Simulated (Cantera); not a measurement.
A closed system holds: 1 mol PbO, 0.38 mol CO, 15 mol H₂, equilibrated at 2.63 Torr.

Method: chemical equilibrium by Gibbs-energy minimisation in Cantera with the NASA 1993 tables (ideal gas, pure condensed phases). Candidate condensed phases: C, C₆H₆, C₇H₈, C₈H₁₈, H₂O, Pb, PbO, PbO₂, Pb₃O₄; 113 gas species. The numbers say what is thermodynamically allowed, not how fast it happens.

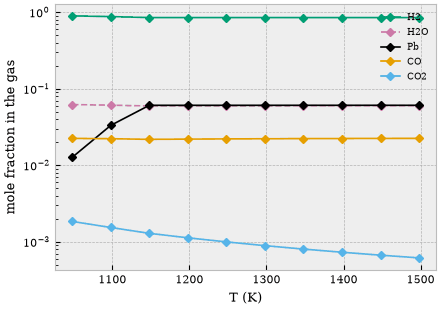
Figure. Equilibrium gas composition (values under 1e-9 drawn at 1e-9)

From 1048 K to 1098 K the condensed part is Pb(l). From 1148 K to 1498 K nothing is condensed. The main Pb-bearing gas is Pb throughout.
